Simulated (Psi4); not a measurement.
# One shape, several levels: triplet SiPH5O2

Wanted: a comparison of 4 runs (U-wB97M-V/6-31G*, UB2PLYP/6-31G*, UCAM-B3LYP/6-31G*, UM06-2X/6-31G*) of triplet SiPH5O2. 

The calculation is run with Psi4 1.11.

### Step 1. The structure to begin with

SiPH5O2: 9 atoms, total charge 0, spin state triplet. As SMILES of the parent species, `O[SiH2]OP`. The shape is that of a PBE0-D4/def2-TZVP optimisation. This is one conformer, not always the lowest. That shape belongs to the parent species and isn't relaxed for this state.

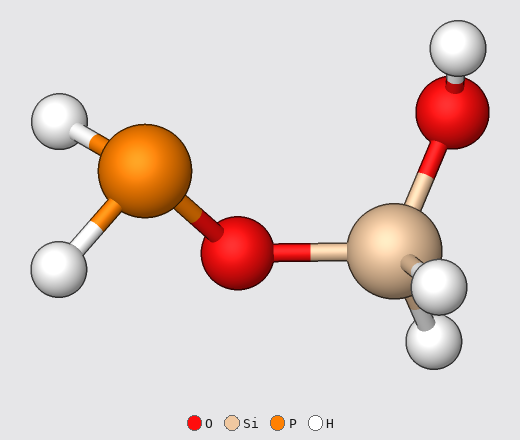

Viewed from a chosen angle; oxygen red, silicon light orange, phosphorus orange, hydrogen white.

### Step 2. A single-point energy at U-wB97M-V/6-31G(d) (spherical functions) (run 1)

job.py

```python
import psi4

psi4.set_memory('2200 MB')
psi4.set_num_threads(1)
psi4.core.set_output_file('psi4.out', False)

m = psi4.geometry("""
0 3
O
Si 1 1.637187
O 2 1.647601 1 112.63239
P 3 1.646087 2 125.81202 1 -64.77696
H 1 0.958039 2 118.15097 3 82.24499
H 2 1.486075 1 109.79207 5 -38.67617
H 2 1.473489 6 113.28507 3 -117.13562
H 4 1.423741 3 98.68026 2 -134.00822
H 4 1.423658 8 92.17492 3 99.1196
symmetry c1
""")

options = {'basis': '6-31G*', 'reference': 'uks', 'puream': True, 'e_convergence': 1e-09, 'd_convergence': 1e-08, 'scf_type': 'pk', 'dft_radial_points': 99, 'dft_spherical_points': 590, 'maxiter': 100}
psi4.set_options(options)

energy_value, wavefunction = psi4.energy('WB97M-V', molecule=m, return_wfn=True)
print('E =', round(energy_value, 9))
for k, v in sorted(psi4.core.scalar_variables().items()):
    print(f'{k:45s} {v:18.10f}')
```

On the command line:

```sh
python job.py
```

psi4.out:

```text
[...]
  Running in c1 symmetry.
[...]
  Nuclear repulsion =  233.152825446956570
[...]
  Multiplicity = 3
[...]
  Nalpha       = 26
  Nbeta        = 24
[...]
    Number of basis functions: 74
[...]
   @UKS iter   1:  -783.80722386198761   -2.76407e-01   1.01190e-02 ADIIS/DIIS
[...]
   @UKS iter  19:  -784.05006743389424   -2.01226e-11   7.63540e-09 DIIS
[...]
   @S^2 Observed:                2.002617168E+00
[...]
    Orbital Energies [Eh]
    ---------------------
    Alpha Occupied:
       1A    -77.448659     2A    -66.444387     3A    -19.373407
       4A    -19.351092     5A     -6.792385     6A     -5.477801
       7A     -4.909334     8A     -4.903858     9A     -4.902693
      10A     -3.792916    11A     -3.791374    12A     -3.789958
      13A     -1.165447    14A     -1.132298    15A     -0.789856
      16A     -0.677973    17A     -0.605100    18A     -0.576621
      19A     -0.553373    20A     -0.521674    21A     -0.478916
      22A     -0.450277    23A     -0.430157    24A     -0.413078
      25A     -0.400077    26A     -0.167997
    Alpha Virtual:
[...]
  @UKS Final Energy:  -784.05006743389424
   => Energetics <=
    Nuclear Repulsion Energy =            233.1528254469565695
    One-Electron Energy =               -1546.8692823717653937
    Two-Electron Energy =                 576.9273401286839089
    DFT Exchange-Correlation Energy =     -47.4640761058694878
    Empirical Dispersion Energy =           0.0000000000000000
    VV10 Nonlocal Energy =                  0.2031254681001987
    Total Energy =                       -784.0500674338942417
[...]
 Multipole Moments:
 ------------------------------------------------------------------------------------
     Multipole            Electronic (a.u.)      Nuclear  (a.u.)        Total (a.u.)
 ------------------------------------------------------------------------------------
 L = 1.  Multiply by 2.5417464519 to convert [e a0] to [Debye]
 Dipole X            :         -0.9792681            0.3777569           -0.6015113
 Dipole Y            :         -1.5957607            1.5743996           -0.0213610
 Dipole Z            :         -0.3923838            0.3051237           -0.0872602
 Magnitude           :                                                    0.6081829
[...]
```

On the terminal:

```text
E = -784.050067434
CURRENT ENERGY                                   -784.0500674339
CURRENT REFERENCE ENERGY                         -784.0500674339
DD SOLVATION ENERGY                                 0.0000000000
DFT FUNCTIONAL TOTAL ENERGY                      -784.0500674339
DFT TOTAL ENERGY                                 -784.0500674339
DFT VV10 ENERGY                                     0.2031254681
DFT XC ENERGY                                     -47.4640761059
GRID ELECTRONS ALPHA                               25.9999999890
GRID ELECTRONS BETA                                24.0000000672
GRID ELECTRONS TOTAL                               50.0000000562
NUCLEAR REPULSION ENERGY                          233.1528254470
ONE-ELECTRON ENERGY                             -1546.8692823718
PCM POLARIZATION ENERGY                             0.0000000000
PE ENERGY                                           0.0000000000
SCF ITERATION ENERGY                             -784.0500674339
SCF ITERATIONS                                     19.0000000000
SCF TOTAL ENERGY                                 -784.0500674339
TWO-ELECTRON ENERGY                               576.9273401287
XC GRID RADIAL POINTS                              99.0000000000
XC GRID SPHERICAL POINTS                          590.0000000000
XC GRID TOTAL POINTS                           499392.0000000000
```

Run time: 7 min. Hardware: 1 thread of Intel Xeon Platinum 8259CL at 2.50GHz (Skylake/Cascade Lake), shared host; peak memory 1.4 GiB.

### Step 3. The energy at UB2PLYP/6-31G(d) (density fitting for correlation, spherical functions) (run 2)

job.inp

```
memory 2200 mb

molecule {
  0 3
  O     -0.307900     1.144300    -1.642900
  Si     0.817700     0.562000    -0.606400
  O      0.302400    -0.778100     0.201800
  P     -0.942200    -0.834900     1.277600
  H     -0.998700     1.706900    -1.290600
  H      1.170600     1.605300     0.391300
  H      1.964500     0.123500    -1.421100
  H     -0.305900    -1.590900     2.302600
  H     -1.612000    -1.984300     0.770600
  symmetry c1
  no_reorient
  no_com
}

set globals {
  reference uks
  puream true
  e_convergence 1e-09
  d_convergence 1e-08
  scf_type pk
  dft_radial_points 99
  dft_spherical_points 590
  num_frozen_docc 12
  maxiter 100
}

energy("b2plyp/6-31G*")
print_variables()
```

On the command line:

```sh
psi4 job.inp job.out -n 1
```

job.out:

```text
[...]
  Running in c1 symmetry.
[...]
  Nuclear repulsion =  233.152845558399036
[...]
  Multiplicity = 3
[...]
  Nalpha       = 26
  Nbeta        = 24
[...]
    Number of basis functions: 74
[...]
   @UKS iter   1:  -783.32410812861747   -2.43779e-01   9.97816e-03 ADIIS/DIIS
[...]
   @UKS iter  16:  -783.55994140040173   -4.20641e-12   6.78456e-09 DIIS
[...]
   @S^2 Observed:                2.005541521E+00
[...]
    Orbital Energies [Eh]
    ---------------------
    Alpha Occupied:
       1A    -78.349649     2A    -67.272922     3A    -19.758456
       4A    -19.739136     5A     -7.012657     6A     -5.669026
       7A     -5.068545     8A     -5.063046     9A     -5.060683
      10A     -3.924023    11A     -3.922699    12A     -3.921496
      13A     -1.185070    14A     -1.147226    15A     -0.770040
      16A     -0.648855    17A     -0.576854    18A     -0.548721
      19A     -0.520768    20A     -0.490390    21A     -0.449208
      22A     -0.417390    23A     -0.400303    24A     -0.383818
      25A     -0.372176    26A     -0.131024
    Alpha Virtual:
[...]
  @UKS Final Energy:  -783.55994140040173
   => Energetics <=
    Nuclear Repulsion Energy =            233.1528455583990365
    One-Electron Energy =               -1547.0009856687024694
    Two-Electron Energy =                 560.5360248388424225
    DFT Exchange-Correlation Energy =     -30.2478261289407797
    Empirical Dispersion Energy =           0.0000000000000000
    VV10 Nonlocal Energy =                  0.0000000000000000
    Total Energy =                       -783.5599414004017262
[...]
 Multipole Moments:
 ------------------------------------------------------------------------------------
     Multipole            Electronic (a.u.)      Nuclear  (a.u.)        Total (a.u.)
 ------------------------------------------------------------------------------------
 L = 1.  Multiply by 2.5417464519 to convert [e a0] to [Debye]
 Dipole X            :          4.4438883           -4.7445354           -0.3006471
 Dipole Y            :          3.9609265           -3.5250951            0.4358313
 Dipole Z            :          0.6110645           -0.1919962            0.4190684
 Magnitude           :                                                    0.6752451
[...]
```

It took 32 s on 1 thread of Intel Xeon Platinum 8259CL at 2.50GHz (Skylake/Cascade Lake), shared host; peak memory 1.2 GiB.

Run 3 isn't shown in full; the table further down has it.

### Step 4. The energy at UM06-2X/6-31G(d) (spherical functions) (run 4)

h5o2psi.xyz

```xyz
9
H5O2PSi
O     -0.307900     1.144300    -1.642900
Si     0.817700     0.562000    -0.606400
O      0.302400    -0.778100     0.201800
P     -0.942200    -0.834900     1.277600
H     -0.998700     1.706900    -1.290600
H      1.170600     1.605300     0.391300
H      1.964500     0.123500    -1.421100
H     -0.305900    -1.590900     2.302600
H     -1.612000    -1.984300     0.770600
```

run_ase.py

```python
import numpy as np
from ase.calculators.psi4 import Psi4
from ase.io import read

a = read('h5o2psi.xyz')
calc = Psi4(atoms=a, method='m06-2x', basis='6-31G*', memory='2200MB', num_threads=1, charge=0, multiplicity=3, label='h5o2psi', reference='uks')
calc.psi4.set_options({'puream': True, 'e_convergence': 1e-09, 'd_convergence': 1e-08, 'scf_type': 'pk', 'dft_radial_points': 99, 'dft_spherical_points': 590, 'maxiter': 100})
a.calc = calc

print(f'energy: {a.get_potential_energy():.6f} eV')
```

On the command line:

```sh
python run_ase.py
```

h5o2psi.dat:

```text
[...]
  Running in c1 symmetry.
[...]
  Nuclear repulsion =  233.152845558399036
[...]
  Multiplicity = 3
[...]
  Nalpha       = 26
  Nbeta        = 24
[...]
    Number of basis functions: 74
[...]
   @UKS iter   1:  -783.81562349758758   -1.84865e-01   9.58346e-03 ADIIS/DIIS
[...]
   @UKS iter  17:  -784.03500376151260   -7.50333e-12   8.12722e-09 DIIS
[...]
   @S^2 Observed:                2.004574466E+00
[...]
    Orbital Energies [Eh]
    ---------------------
    Alpha Occupied:
       1A    -78.116341     2A    -67.044612     3A    -19.656389
       4A    -19.637162     5A     -6.925155     6A     -5.585235
       7A     -5.044780     8A     -5.039696     9A     -5.037519
      10A     -3.894749    11A     -3.893466    12A     -3.892300
      13A     -1.159058    14A     -1.123999    15A     -0.760589
      16A     -0.644249    17A     -0.573310    18A     -0.543514
      19A     -0.519962    20A     -0.488344    21A     -0.448555
      22A     -0.416879    23A     -0.400145    24A     -0.381640
      25A     -0.369113    26A     -0.134224
    Alpha Virtual:
[...]
  @UKS Final Energy:  -784.03500376151260
   => Energetics <=
    Nuclear Repulsion Energy =            233.1528455583990365
    One-Electron Energy =               -1547.1043454969772029
    Two-Electron Energy =                 560.0175008845934599
    DFT Exchange-Correlation Energy =     -30.1010047075279630
    Empirical Dispersion Energy =           0.0000000000000000
    VV10 Nonlocal Energy =                  0.0000000000000000
    Total Energy =                       -784.0350037615125984
[...]
 Multipole Moments:
 ------------------------------------------------------------------------------------
     Multipole            Electronic (a.u.)      Nuclear  (a.u.)        Total (a.u.)
 ------------------------------------------------------------------------------------
 L = 1.  Multiply by 2.5417464519 to convert [e a0] to [Debye]
 Dipole X            :         -1.6777819            1.3339041           -0.3438777
 Dipole Y            :         -0.4314651            0.8263463            0.3948812
 Dipole Z            :          0.9608954           -0.5023799            0.4585154
 Magnitude           :                                                    0.6960025
[...]
```

The script printed:

```text
energy: -21334.679144 eV
```

Wall time 87 s (1 thread of Intel Xeon Platinum 8259CL at 2.50GHz (Skylake/Cascade Lake), shared host); peak memory 1.4 GiB.

### Step 5. All runs side by side

| run | level | frozen core orbitals | fitting correlation | energy (Eh) | dipole moment (D) | HOMO energy (eV) | LUMO energy (eV) | wall time |
| --- | --- | --- | --- | --- | --- | --- | --- | --- |
| 1 | U-wB97M-V/6-31G* (spherical functions) | 0 | – | -784.050067 | 1.55 | -4.57 | -2.69 | 7 min |
| 2 | UB2PLYP/6-31G* (density fitting for correlation, spherical functions) | 12 | density fitting | -783.736002 | – | -3.57 | -3.25 | 32 s |
| 3 | UCAM-B3LYP/6-31G* (spherical functions) | 0 | – | -784.107263 | 1.54 | -3.86 | -3.60 | 68 s |
| 4 | UM06-2X/6-31G* (spherical functions) | 0 | – | -784.035004 | 1.77 | -3.65 | – | 87 s |

### Step 6. Outcome

```
                                 quantity          value
                      run 4: total energy  -784.03500 Eh
                     run 4: dipole moment         1.77 D
run 4: HOMO energy (highest over α and β)       -3.65 eV
                              run 4: ⟨S²⟩          2.005
```

Over runs 1, 3, 4 the dipole moment (its size) runs from 1.54 D (UCAM-B3LYP/6-31G*) to 1.77 D (UM06-2X/6-31G*). Totals of different functionals can't be ranked against each other. All runs together took 10 min, the longest 7 min.
